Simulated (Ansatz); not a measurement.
# Phonons of Mo(100) film of 3 layers, part 3 of 3

The plan: relax Mo(100) film of 3 layers, check its phonons, and, if the lattice is stable, compute its Eliashberg function and ρ(T).

Ansatz 0.2.0; DFT LDA, scalar-relativistic, plane waves, PAW.

So far, highest frequency, solved or plainly interpolated (cm⁻¹): step 5 (phonons by linear response: q 2×2×1, k 6×6×1) 311. Also lowest on path (cm⁻¹): step 5 -202.

### 6. Phonons by linear response: q 2×2×1, k 8×8×1

An imaginary mode on so few k-points may come from the sampling, so the phonons are repeated with another k mesh.

Input file input.yaml:

```yaml
crystal:
  lattice:
    - [2.9505434339, 0.0, 0.0]
    - [0.0, 2.9505434339, 0.0]
    - [0.0, 0.0, 30.099999972]
  atoms:
    - { symbol: Mo, position: [0.0, 0.0, 0.1841110806] }
    - { symbol: Mo, position: [0.5, 0.5, 0.2350498341] }
    - { symbol: Mo, position: [0.0, 0.0, 0.2859885876] }
  periodic: [true, true, false]
kpoints:
  mp_grid: { grid: [8, 8, 1] }
hamiltonian:
  xc: lda
scf:
  occupations: { method: methfessel_paxton, width: 0.2 }
output:
  eigenvalues: true
phonons:
  method: dfpt
  qmesh: [2, 2, 1]
  temperatures: { t_max: 1000, t_step: 50 }
  qpath:
    path: [[0.0, 0.0, 0.0], [0.0, 0.5, 0.0], [0.5, 0.5, 0.0], [0.0, 0.0, 0.0]]
    npoints: 10
```

The mesh is denser.

Started as:

```bash
$ ansatz run input.yaml --threads 4 --pin off --max-ram 16384MiB --backend cpu --events-out ev --progress --plain --runs-dir out
```

Numbers of over 12 decimals in the logs are rounded to 6 here.

The log of the run:

```text
[...]
Crystal: 3 atoms, lattice volume = 262.042 Å³
Basis set: ecut = 420 eV, 5001 PW (Γ), exchange–correlation on 40×40×432 points (8 copies of the dense FFT grid, shifted against one another)
Bands: 26, of which v1, the nominal top of the filled ones, is band 21 counted from 1 (20 counted from 0)
Symmetry: 16 space group operations
k-points: 15 of 64 (irreducible under 8 space group operations)
[...]
SCF iter   1: F=—  HF=-14524.284893 eV  |F-HF|=—  |Δ(HF+E_count)|=         —  Δρ=6.16e-3  dr2=1.42e-1  ethr=1.77e-3  ⟨swp⟩=10.3  Hψ=2618  notcnv=0
[...]
SCF iter  11: F=-14524.244644 eV  HF=-14524.244644 eV  |F-HF|=1.16e-10  |Δ(HF+E_count)|=  9.97e-10  S|Δr|=    0.00e0  Δρ=4.25e-8  dr2=7.35e-12  ethr=1.00e-12  ⟨swp⟩=16.3  Hψ=3347  notcnv=0
SCF 1 converged in 11 iterations: F = -14524.244644 eV  dr2 = 7.35e-12
[...]
WARN: eigensolver did not converge (k=8): 1 band(s) unlocked after 2 eigensolves, warm-restarted (20 sweeps on the last) at ethr=1.18e-12 eV (storage-precision floor; scheduled 1.00e-12 eV) (lowest unlocked band 25, counted from 0; max residual 9.82e-5 eV among the unlocked bands, 9.82e-5 eV over every band; other slots of this pass that fall short are told together in one closing line; warning suppressed until the next SCF loop or pass starts)
WARN: eigensolver did not converge in 3 slots of this pass, the one above among them; of largest residual over every band (k=9): 1 band(s) unlocked (lowest unlocked band 25, counted from 0; max residual 2.87e-4 eV among the unlocked bands, 2.87e-4 eV over every band); of lowest unlocked band (k=8): band 25
[...]
SCF converged after 11 iterations
[...]
Free energy (F): -14524.244644 eV
[...]
Internal energy: -14524.249843 eV  (E = F + TS)
E sigma→0 (E₀):  -14524.245944 eV
Entropy (-TS):   0.005199 eV (1.733 meV/atom)
Fermi energy:    -4.631874 eV
[...]
--- Band table (eV; the first three rows and the last of 15) ---
  k-point 0: bands = [... 17 lower, -5.8924, -5.8924, -5.0497, -5.0148, -4.7224, -4.5411, -4.2824, -4.2824, ... 1 higher]
  k-point 1: bands = [... 17 lower, -6.0300, -5.7396, -5.6441, -5.5872, -4.8502, -4.3260, -3.8227, -3.4129, ... 1 higher]
  k-point 2: bands = [... 17 lower, -6.4622, -6.2263, -6.1854, -5.4136, -4.1965, -3.8905, -3.7432, -3.5603, ... 1 higher]
  k-point 14: bands = [... 17 lower, -6.5762, -6.5762, -3.0862, -3.0862, -2.9457, -2.5460, -1.7513, -1.4794, ... 1 higher]
[...]
ASR residual: 1.057e-4 → 0.000e0 eV/Å²; symmetrization residual: 2.172e-5 eV/Å²
[...]
ASR residual per site (eV/Å²): 1.56e-5 1.06e-4 1.58e-5
  Γ frequencies (cm⁻¹): 0.00 0.00 0.00 103.18 103.18 196.97 196.97 220.25 237.23
--- Phonons (arbitrary-q DFPT): 3 irreducible q on the 2×2×1 mesh ---
[...]
interpolated dispersion: 31 rows × 9 modes
[...]
```

Wall time 1.8 min (4 threads of Arm Neoverse V1, shared host); peak memory 0.86 GiB; 7 min of CPU time.

This step gave:

```
share of imaginary modes in the plain interpolation between solved wavevectors : 0.2105
highest frequency, solved or plainly interpolated                              : 322.1 cm⁻¹
```

Solved on the 2×2×1 mesh alone; all other wavevectors are interpolated. The phonon branches at the labelled points (cm⁻¹):

```csv
point,branch 1,branch 2,branch 3,branch 4,branch 5,branch 6,branch 7,branch 8,branch 9
Γ,0,0,0,103,103,197,197,220,237
X,-88,-45,106,119,136,160,171,178,322
M,-104,-104,-77,-77,165,181,234,292,292
Γ,0,0,0,103,103,197,197,220,237
```

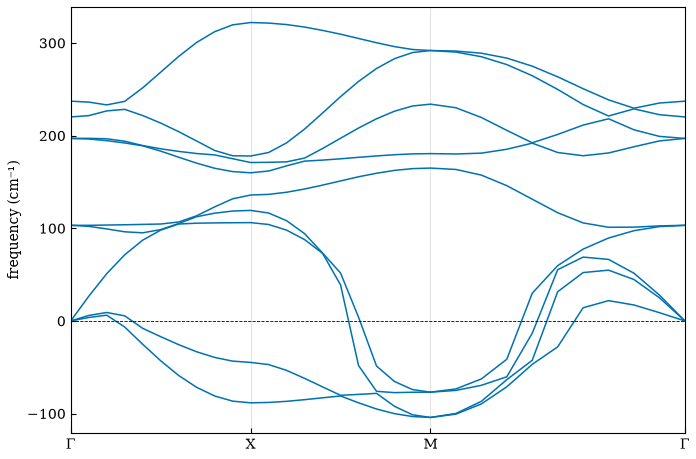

Phonon branches along the path.

Lowest modes at the softest wavevector of the mesh. Modes at q = (0.500, 0.500, 0.000) (negative means imaginary):

```csv
mode,frequency (cm⁻¹)
1,-104.2
2,-104.2
3,-76.9
4,-76.9
5,165.0
6,180.6
```

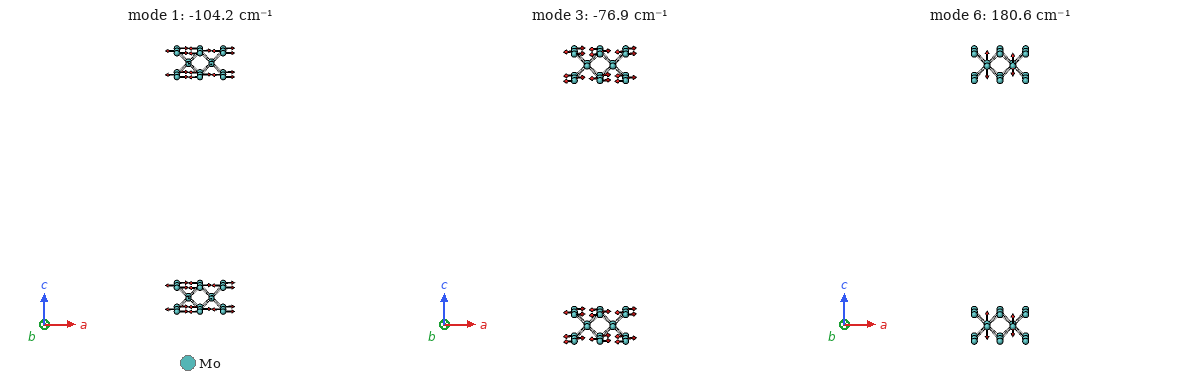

Displacement patterns of modes 1, 3 and 6 at q = (0.500, 0.500, 0.000); arrows are exaggerated. 2×2×2 cells are drawn. Some periodic images of atoms are drawn too.

The modes has structure finer than the step of the table below, so its rows give means over 20 cm⁻¹, whole bins alone (the curve runs from -113 to 341 cm⁻¹). Peaks (cm⁻¹: height): -76.1: 0.0394, 43.9: 0.0173, 69.6: 0.0321, 103.9: 0.0671, 181.1: 0.0760, 252.5: 0.0177, 289.6: 0.0229.

Phonopy on the run's constants, 19x19x1 mesh, Gaussian sigma 3.2 cm⁻¹. Modes against wavenumber; means over each step:

```csv
wavenumber (cm⁻¹),modes (1/cm⁻¹/cell)
-100,0.00721
-80,0.0313
-60,0.0256
-40,0.0188
-20,0.0109
0,0.00703
20,0.0138
40,0.0126
60,0.0134
80,0.0207
100,0.0488
120,0.0184
140,0.0138
160,0.0155
180,0.0579
200,0.0387
220,0.0260
240,0.0153
260,0.0126
280,0.0152
300,0.0179
320,0.00843
```

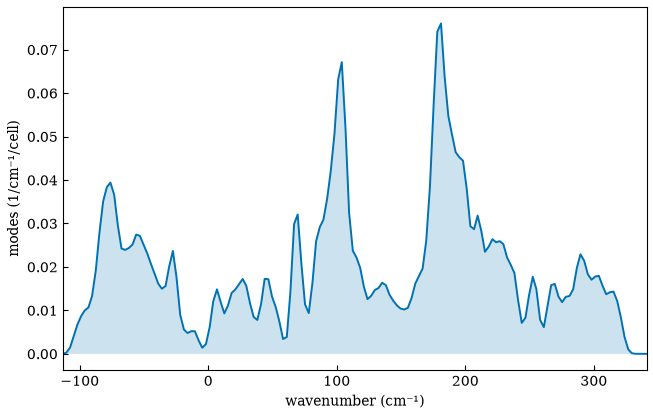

Modes, plotted against wavenumber.

No LO-TO term; unit eigenvectors of the mass-weighted matrix. Modes at Γ:

```csv
mode,frequency (cm⁻¹),symmetry
1,0.0,unnamed
2,0.0,unnamed
3,0.0,unnamed
4,103.2,Eg
5,103.2,Eg
6,197.0,Eu
7,197.0,Eu
8,220.2,A1g
9,237.2,A2u
```

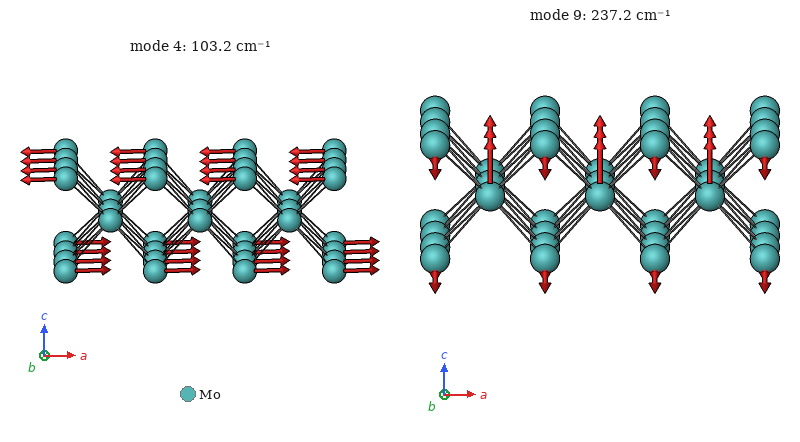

Displacement patterns of modes 4 and 9 at Γ; arrows are exaggerated. 3×3×1 cells are drawn. Some periodic images of atoms are drawn too.

Among the solved wavevectors the lowest mode, translations apart, is -104 cm⁻¹, imaginary.

### 7. Lattice stability: Fermi–Dirac smearing of 0.3 eV

The phonons are repeated on the same meshes with a wide Fermi–Dirac smearing, to see whether the soft mode comes from sharp features of the Fermi surface.

Edit input.yaml of step 6 so:

```diff
@@ -15,3 +15,3 @@
 scf:
-  occupations: { method: methfessel_paxton, width: 0.2 }
+  occupations: { method: fermi_dirac, width: 0.3 }
 output:
```

The log of the run:

```text
[...]
band count auto-derived: 31 (N_el = 42.0; filled up to band 21; 26 by the electrons, moments and atoms)
[...]
Crystal: 3 atoms, lattice volume = 262.042 Å³
Basis set: ecut = 420 eV, 5001 PW (Γ), exchange–correlation on 40×40×432 points (8 copies of the dense FFT grid, shifted against one another)
Bands: 31, of which v1, the nominal top of the filled ones, is band 21 counted from 1 (20 counted from 0)
Symmetry: 16 space group operations
k-points: 15 of 64 (irreducible under 8 space group operations)
[...]
SCF iter   1: F=—  HF=-14524.799253 eV  |F-HF|=—  |Δ(HF+E_count)|=         —  Δρ=5.36e-3  dr2=8.75e-2  ethr=1.77e-3  ⟨swp⟩=11.9  Hψ=3316  notcnv=0
[...]
SCF iter  11: F=-14524.775408 eV  HF=-14524.775408 eV  |F-HF|=1.47e-10  |Δ(HF+E_count)|=    0.00e0  Δρ=2.68e-8  dr2=1.36e-12  ethr=1.00e-12  ⟨swp⟩=17.3  Hψ=3614  notcnv=0
SCF 1 converged in 11 iterations: F = -14524.775408 eV  dr2 = 1.36e-12
[...]
SCF converged after 11 iterations
Free energy (F): -14524.775408 eV
[...]
Internal energy: -14523.674880 eV  (E = F + TS)
E sigma→0 (E₀):  -14524.225144 eV
Entropy (-TS):   -1.100527 eV (-366.842 meV/atom)
Fermi energy:    -4.519238 eV
[...]
--- Band table (eV; the first three rows and the last of 15) ---
  k-point 0: bands = [... 17 lower, -5.6988, -5.6988, -4.9413, -4.8052, -4.6143, -4.3329, -4.1202, -4.1202, ... 6 higher]
  k-point 1: bands = [... 17 lower, -5.8323, -5.5450, -5.4615, -5.4398, -4.7337, -4.1495, -3.6425, -3.2536, ... 6 higher]
  k-point 2: bands = [... 17 lower, -6.2584, -6.0754, -6.0071, -5.2483, -4.0611, -3.6980, -3.5467, -3.3888, ... 6 higher]
  k-point 14: bands = [... 17 lower, -6.4088, -6.4088, -2.9189, -2.9189, -2.8074, -2.3846, -1.5357, -1.2392, ... 6 higher]
  ° read free of the cell's end (the report's vacuum.weakly_bound_levels)
[...]
ASR residual: 3.260e-3 → 0.000e0 eV/Å²; symmetrization residual: 2.534e-5 eV/Å²
[...]
ASR residual per site (eV/Å²): 1.44e-3 3.26e-3 1.42e-3
  Γ frequencies (cm⁻¹): 0.00 0.00 0.00 99.66 99.66 178.91 178.91 185.14 232.00
--- Phonons (arbitrary-q DFPT): 3 irreducible q on the 2×2×1 mesh ---
[...]
interpolated dispersion: 31 rows × 9 modes
[...]
```

Run time: 2.1 min. Hardware: 4 threads; peak memory 0.93 GiB.

This step gave:

```
share of imaginary modes in the plain interpolation between solved wavevectors : 0.1108
highest frequency, solved or plainly interpolated                              : 309.2 cm⁻¹
```

Solved on the 2×2×1 mesh alone; all other wavevectors are interpolated. The phonon branches at the labelled points (cm⁻¹):

```csv
point,branch 1,branch 2,branch 3,branch 4,branch 5,branch 6,branch 7,branch 8,branch 9
Γ,0,0,0,100,100,179,179,185,232
X,-78,40,88,130,145,152,165,191,309
M,-42,-42,52,52,158,177,194,282,282
Γ,0,0,0,100,100,179,179,185,232
```

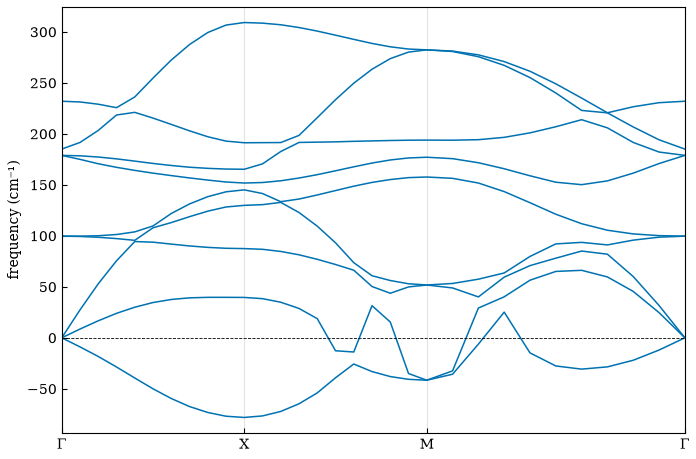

Phonon branches along the path.

Lowest modes at the softest wavevector of the mesh. Modes at q = (0.500, 0.000, 0.000) (negative means imaginary):

```csv
mode,frequency (cm⁻¹)
1,-78.1
2,39.6
3,87.5
4,129.9
5,145.1
6,151.8
```

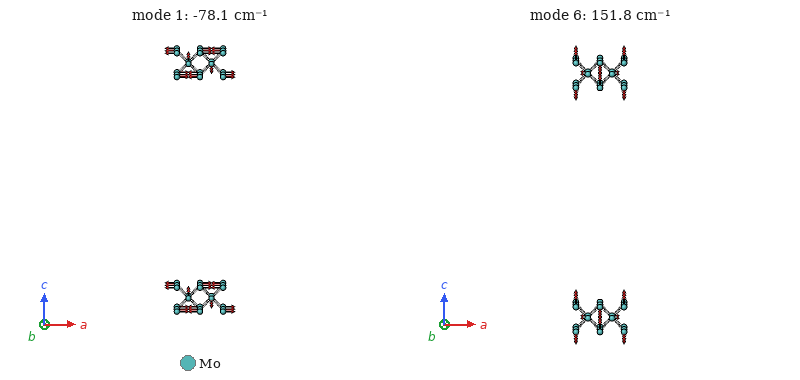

Displacement patterns of modes 1 and 6 at q = (0.500, 0.000, 0.000); arrows are exaggerated. 2×2×2 cells are drawn. Some periodic images of atoms are drawn too.

Among the solved wavevectors the lowest mode, translations apart, is -78.1 cm⁻¹, imaginary.

Between step 6 and this run (occupations Fermi-Dirac and smearing width 0.3 eV) the value for the highest frequency, solved or plainly interpolated moves from 322 cm⁻¹ to 309 cm⁻¹ (-4 %).

### 8. What came out

| Item | Value |
| --- | --- |
| phonon run of the rows without a label of their own | LDA, q 2×2×1, k 8×8×1 |
| softest mode on the q mesh | -104 cm⁻¹ at q = (0.5, 0.5, 0) |
| highest frequency, solved or plainly interpolated | 322 cm⁻¹ |

The lattice is dynamically unstable at this level: a mode at q = (0.5, 0.5, 0) is imaginary, 104i cm⁻¹, so no harmonic coupling constant or resistivity is defined for this structure. These meshes are coarse, and single modes of a metal can move by tens of cm⁻¹ with the k mesh. The structure was built by hand as an ordered model, and its stability against other phases was not tested.

[Logs are printed without paths, hosts, clocks, repeated set-up lines and the standing remarks that a program may print on its own settings, such as how far it seeks lower states.]

[Hosts, paths, dates, database ids (printed as entryN), source tags and the programs' standing remarks are cut or masked in the printed files.]
